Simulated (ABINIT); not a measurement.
## TePb (Fm-3m): G0W0 with ABINIT, start to end

How does a plane-wave GW calculation on TePb (Fm-3m) run from the first input to the gap?

Main program and level: ABINIT 10.8.3; PBE and many-body steps on it, plane waves.

**The experiments to reproduce.**

- Gap 0.19 eV: electronic band gap at 4 K; 4 K; bulk crystal (quoted in “Lattice Properties of PbX (X = S, Se, Te): Experimental Studies and ab initio Calculations Including Spin-Orbit Effects”, 2008, arxiv:0808.3152).

- Gap 0.37 eV: thermally activated gap from Seebeck maximum; Seebeck coefficient maximum; bulk crystal (Bridgman-grown p-type crystal, maximum near 450-500 K) (“Site-Specific Contributions to the Band Inversion in a Topological Crystalline Insulator”, 2015, arxiv:1506.06328).

- Gap 0.32 eV: direct gap at L; earlier experiment (Expt. column of Table 1); 300 K; bulk crystal (literature value) (quoted in “Electronic band structure of epitaxial PbTe (111) thin films observed by angle-resolved photoemission spectroscopy”, 2017, arxiv:1704.07516).

Report form: the programs' logs are mostly left out.

## (1) Set-up

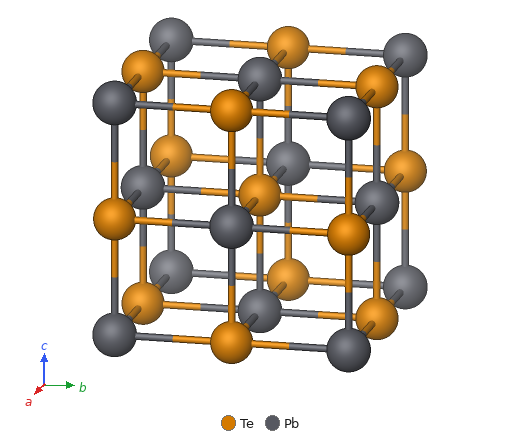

The cell as given, slightly off an axis (tellurium orange, lead dark grey). This picture shows the conventional cell, with its axes. Some periodic images of atoms are drawn too.

The cell and positions come from the Crystallography Open Database and are kept as given unless a step says otherwise. Spin-orbit coupling is left out unless a step names it.

## (2) Ground state

This step: ABINIT 10.8.3; DFT, PBE, plane waves, norm-conserving pseudopotentials.

The ground-state density comes first.

run.abi

```
acell 3*1.0 Angstrom
rprim 
  -0.000000000000 3.231000000000 3.231000000000
  3.231000000000 0.000000000000 3.231000000000
  3.231000000000 3.231000000000 0.000000000000
ntypat 2
znucl 52 82
natom 2
typat 1 2
xred 
  0.500000000000 0.500000000000 0.500000000000
  0.000000000000 0.000000000000 0.000000000000
pp_dirpath "pseudos"
pseudos "Te.upf, Pb.upf"
ecut 39
ngkpt 6 6 6
nshiftk 1
shiftk 0 0 0
kptopt 1
chksymbreak 0
nband 28
occopt 1
tolvrs 1e-10
nstep 60
prtwf 0
optforces 0
optstress 0
indata_prefix "in"
outdata_prefix "out"
tmpdata_prefix "tmp"
```

The run is started by

```sh
OMP_NUM_THREADS=1 mpirun -n 8 abinit run.abi > log
```

Run time: 8 s. Hardware: 8 MPI ranks of AMD EPYC 9R45, shared host; peak memory 0.77 GiB.

Numbers from this step:

```yaml
total_energy: -13341.8235 eV
gap: 0.7388 eV
k_of_the_valence_top: 0.5, 0, 0
k_of_the_conduction_bottom: 0.5, 0, 0
least_direct_gap: 0.7388 eV
```

The gap is direct, at (0.500, 0.000, 0.000).

## (3) Bands along the symmetry lines

The cheap functional maps the bands first; the places of the edges decide which points the dearer methods must see.

run.abi

```
acell 3*1.0 Angstrom
rprim 
  -0.000000000000 3.231000000000 3.231000000000
  3.231000000000 0.000000000000 3.231000000000
  3.231000000000 3.231000000000 0.000000000000
ntypat 2
znucl 52 82
natom 2
typat 1 2
xred 
  0.500000000000 0.500000000000 0.500000000000
  0.000000000000 0.000000000000 0.000000000000
pp_dirpath "pseudos"
pseudos "Te.upf, Pb.upf"
ecut 39
iscf -2
irdden 1
kptopt 0
nkpt 50
kpt 
  0.00000000 0.00000000 0.00000000
  0.06250000 0.00000000 0.06250000
  0.12500000 0.00000000 0.12500000
  0.18750000 0.00000000 0.18750000
  0.25000000 0.00000000 0.25000000
  0.31250000 0.00000000 0.31250000
  0.37500000 0.00000000 0.37500000
  0.43750000 0.00000000 0.43750000
  0.50000000 0.00000000 0.50000000
  0.51562500 0.03125000 0.51562500
  0.53125000 0.06250000 0.53125000
  0.54687500 0.09375000 0.54687500
  0.56250000 0.12500000 0.56250000
  0.57812500 0.15625000 0.57812500
  0.59375000 0.18750000 0.59375000
  0.60937500 0.21875000 0.60937500
  0.62500000 0.25000000 0.62500000
  0.37500000 0.37500000 0.75000000
  0.32812500 0.32812500 0.65625000
  0.28125000 0.28125000 0.56250000
  0.23437500 0.23437500 0.46875000
  0.18750000 0.18750000 0.37500000
  0.14062500 0.14062500 0.28125000
  0.09375000 0.09375000 0.18750000
  0.04687500 0.04687500 0.09375000
  0.00000000 0.00000000 0.00000000
  0.06250000 0.06250000 0.06250000
  0.12500000 0.12500000 0.12500000
  0.18750000 0.18750000 0.18750000
  0.25000000 0.25000000 0.25000000
  0.31250000 0.31250000 0.31250000
  0.37500000 0.37500000 0.37500000
  0.43750000 0.43750000 0.43750000
  0.50000000 0.50000000 0.50000000
  0.50000000 0.46875000 0.53125000
  0.50000000 0.43750000 0.56250000
  0.50000000 0.40625000 0.59375000
  0.50000000 0.37500000 0.62500000
  0.50000000 0.34375000 0.65625000
  0.50000000 0.31250000 0.68750000
  0.50000000 0.28125000 0.71875000
  0.50000000 0.25000000 0.75000000
  0.50000000 0.21875000 0.71875000
  0.50000000 0.18750000 0.68750000
  0.50000000 0.15625000 0.65625000
  0.50000000 0.12500000 0.62500000
  0.50000000 0.09375000 0.59375000
  0.50000000 0.06250000 0.56250000
  0.50000000 0.03125000 0.53125000
  0.50000000 0.00000000 0.50000000
istwfk *1
nband 30
nbdbuf 2
tolwfr 1e-08
nstep 40
prtwf 0
prtvol 0
indata_prefix "in"
outdata_prefix "out"
tmpdata_prefix "tmp"
```

It took 13 s on 8 MPI ranks; peak memory 0.72 GiB.

Numbers from this step:

| Property | Result |
| --- | --- |
| gap | 0.7388 eV |
| k of the valence top | 0.5, 0.5, 0.5 |
| k of the conduction bottom | 0.5, 0.5, 0.5 |
| least direct gap | 0.7388 eV |

The gap is 0.739 eV, as in the run before at this level.

The electronic bands at the labelled points (eV, zero at the top of the highest filled band):

```
    point  band 20  band 21  band 22  band 23  band 24  band 25  band 26  band 27
        Γ    -5.60    -1.35    -1.35    -1.35     4.08     4.08     4.08     5.83
        X    -7.29    -4.49    -2.80    -2.80     3.31     5.47     5.47     6.70
        U    -7.96    -4.11    -2.30    -2.08     3.58     3.79     5.14     5.94
jump to K    -7.96    -4.11    -2.30    -2.08     3.58     3.79     5.14     5.94
        Γ    -5.60    -1.35    -1.35    -1.35     4.08     4.08     4.08     5.83
        L    -8.58    -0.89    -0.89     0.00     0.74     1.28     1.28     8.39
        W    -7.98    -3.78    -3.78    -0.36     1.68     5.23     5.23     6.86
        X    -7.29    -4.49    -2.80    -2.80     3.31     5.47     5.47     6.70
```

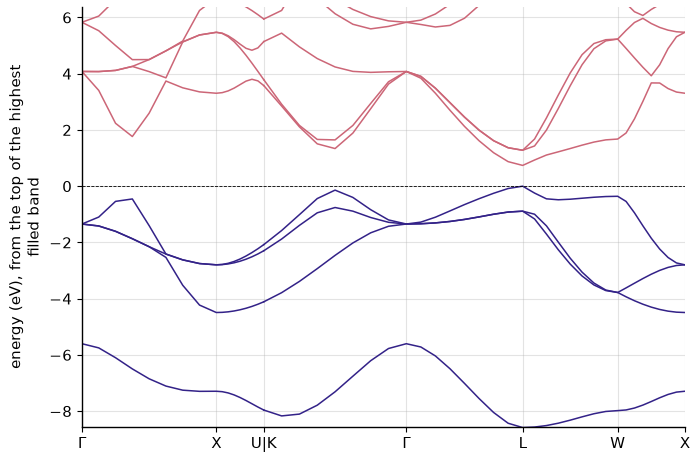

Electronic bands along the path; lines of filled and empty bands in two colours.

## (4) Empty states on the mesh, 4×4×4 mesh, 184 bands

The sums over transitions need many empty states on a uniform mesh; this step solves for them.

run.abi

```
acell 3*1.0 Angstrom
rprim 
  -0.000000000000 3.231000000000 3.231000000000
  3.231000000000 0.000000000000 3.231000000000
  3.231000000000 3.231000000000 0.000000000000
ntypat 2
znucl 52 82
natom 2
typat 1 2
xred 
  0.500000000000 0.500000000000 0.500000000000
  0.000000000000 0.000000000000 0.000000000000
pp_dirpath "pseudos"
pseudos "Te.upf, Pb.upf"
ecut 39
ngkpt 4 4 4
nshiftk 1
shiftk 0 0 0
kptopt 1
chksymbreak 0
irdden 1
istwfk *1
nband 184
prtvol 0
optdriver 6
gwr_task "HDIAGO"
paral_kgb 0
occopt 1
indata_prefix "in"
outdata_prefix "out"
tmpdata_prefix "tmp"
```

It took 40 s on 8 MPI ranks; peak memory 12 GiB; 5.4 min of CPU time.

This step gave:

| Item | Value |
| --- | --- |
| gap | 0.7389 eV |
| k of the valence top | 0.5, 0, 0 |
| k of the conduction bottom | 0.5, 0, 0 |
| least direct gap | 0.7389 eV |
| k points computed | 8 |
| lowest point of the top converged band, above the valence top | 86.9043 eV |

On this mesh the gap is 0.739 eV.

## (5) Screening, 4×4×4 mesh, 176 bands, screening to 163.3 eV

The RPA dielectric matrix is built and inverted for each q.

This step: RPA screening on PBE, plane waves, norm-conserving pseudopotentials.

Edit run.abi of step 4 so:

```diff
@@ -20,10 +20,11 @@
 chksymbreak 0
-irdden 1
 istwfk *1
-nband 184
-prtvol 0
-optdriver 6
-gwr_task "HDIAGO"
-paral_kgb 0
 occopt 1
+irdwfk 1
+optdriver 3
+nband 176
+ecuteps 6
+inclvkb 2
+awtr 1
+symchi 1
 indata_prefix "in"
```

Elapsed: 32 s, on 8 MPI ranks; peak memory 3.2 GiB.

Numbers from this step:

```yaml
eps_infinity_with_local_fields_on_this_mesh_along_the_program_s_q_direction: 38.56
the_same_without_local_fields: 41.24
plasma_frequency: 30.66 eV
plane_waves_in_the_screening_matrix: 331
```

Local fields lower ε∞ by 7 %.

## (6) Self-energy, 4×4×4 mesh, 176 bands, screening to 163.3 eV

The self-energy is evaluated for the states that the input lists, and the levels follow from it, in one-shot runs by the linearised quasiparticle equation.

This step: G0W0 on PBE, plane waves, norm-conserving pseudopotentials.

Edit run.abi of step 5 so:

```diff
@@ -23,8 +23,17 @@
 irdwfk 1
-optdriver 3
+optdriver 4
 nband 176
+gwcalctyp 0
+ecutsigx 39
+symsigma 1
+nkptgw 2
+kptgw 
+  0.5000000000 0.0000000000 0.0000000000
+  0.0000000000 0.0000000000 0.0000000000
+bdgw 
+  21 26
+  21 26
 ecuteps 6
-inclvkb 2
-awtr 1
-symchi 1
+irdscr 1
+ppmodel 1
 indata_prefix "in"
```

It took 12 s on 8 MPI ranks; peak memory 2.6 GiB; 90 s of CPU time.

Numbers from this step:

| Property | Result |
| --- | --- |
| G0W0 gap on the points computed | 0.8950 eV |
| starting gap on the mesh | 0.7389 eV |
| k of the valence top | 0.5, 0, 0 |
| k of the conduction bottom | 0.5, 0, 0 |
| Z at the valence top | 0.799 |
| Z at the conduction bottom | 0.809 |
| least direct G0W0 gap on the computed points | 0.8950 eV |

The gap on the mesh goes from 0.74 eV to 0.89 eV, a correction of +0.16 eV.

Limits: finite bands, cutoff and mesh; model gap, bands may invert with spin-orbit coupling; no spin-orbit coupling; coarse k mesh. v1 is the top filled band, c1 the lowest empty one. Levels before and after the correction, in eV, zero at the valence-band top of each column:

```
           conduction bottom  valence top
Kohn-Sham               0.74         0.00
     G0W0               0.90         0.00
```

```
                     level  energy (eV)
Kohn-Sham  (0.5 0 0) v3-v2       -0.889
Kohn-Sham     (0.5 0 0) v1        0.000
Kohn-Sham     (0.5 0 0) c1        0.739
Kohn-Sham  (0.5 0 0) c2-c3        1.278
     G0W0  (0.5 0 0) v3-v2       -1.055
     G0W0     (0.5 0 0) v1        0.000
     G0W0     (0.5 0 0) c1        0.895
     G0W0  (0.5 0 0) c2-c3        1.439
```

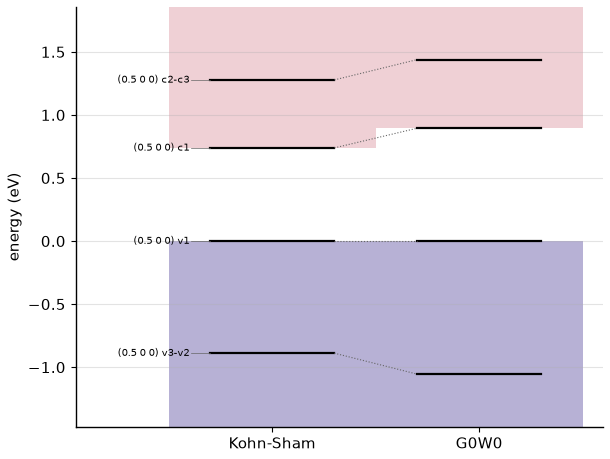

Levels before and after the correction. Shaded: valence and conduction bands.

## (7) Where the time went

Times are wall times on 8 MPI ranks of AMD EPYC 9R45, shared host, good to a factor of about two.

```
                          step  time  share  memory (GiB)
                  ground state   8 s    8 %          0.77
bands along the symmetry lines  13 s   12 %          0.72
      empty states on the mesh  40 s   39 %            12
                     screening  32 s   30 %           3.2
                   self-energy  12 s   11 %           2.6
```

## (8) Summary of results

```json
{"PBE gap": "0.74 eV, direct", "G0W0 gap on the mesh": "0.89 eV", "GW settings": "4×4×4 mesh, 176 bands, screening to 163.3 eV, Godby-Needs plasmon pole", "known limits": "not at the basis limit; model gap, bands may invert with spin-orbit coupling; mesh may overstate the screening; no spin-orbit coupling; coarse k mesh"}
```

In words: G0W0 moves the gap on the mesh from 0.74 eV to 0.89 eV (+0.16 eV), with Z of 0.80 and 0.81 at the edges. Local fields lower the RPA ε∞ on this mesh from 41.24 to 38.56. Only 2 of the mesh's irreducible points were corrected, so a valley elsewhere could overtake. Against experiment, by G0W0@PBE: the gap of 0.89 eV lies +0.70 eV from the measured 0.19 eV (electronic, 4 K, quoted 2008); the gap of 0.89 eV lies +0.52 eV from the measured 0.37 eV (transport, 2015); the direct gap of 0.89 eV lies +0.57 eV from the measured 0.32 eV (direct, 300 K, quoted 2017). An exciton line or allowed optical edge lies below the quasiparticle gap by the binding energy; a forbidden edge can push the onset above it. The calculation has static nuclei and no excitons; a measured gap holds zero-point and thermal motion, which in such lone-pair compounds can raise it as well as lower it. With atoms this heavy the missing spin-orbit coupling can matter too. Bands and cutoff are finite, so the gap is not at the basis limit. The miss can reach some tenths of an eV and take either sign; the mesh is an error of its own. In the G0W0 run levels were corrected at 2 k points alone, so a gap called «on the mesh» is the least over those, and an edge elsewhere would be missed. The 4×4×4 mesh is coarse for this cell, which bears on the long-range parts of exchange and screening. Where an edge is built on 6p states of lead, bismuth or thallium, scalar-relativistic gaps usually stand too wide, by a few tenths to over one eV. With atoms this heavy and so narrow a gap, spin-orbit coupling can invert the bands. These scalar-relativistic gaps are then model values, not to be set against experiment, and a spin-orbit change taken from DFT can't simply be added. The RPA ε∞ on this mesh reaches over 25; with a narrow direct gap a coarse mesh can overstate it, and the correction is then too small.

[Paths, hosts, dates, memory and timing lines, banners, echoed tables and standing remarks are left out of the program output.]

[Logs are printed without paths, hosts, clocks, repeated set-up lines and the standing remarks that a program may print on its own settings, such as how far it seeks lower states.]

[Runs of the session that timed out or met a known fault of the program may be left out.]

[Hosts, paths, dates, database ids (printed as entryN), source tags and the programs' standing remarks are cut or masked in the printed files.]

[G0W0 gaps are taken among the corrected bands and points alone; a level outside them can change the order at an edge.]

[Where Ansatz stands beside ABINIT at settings called matched, ABINIT's density can come from a denser mesh and the files from another edition; pairs whose starting gaps differed by over 0.03 eV were left out, so agreement reads better than it is.]
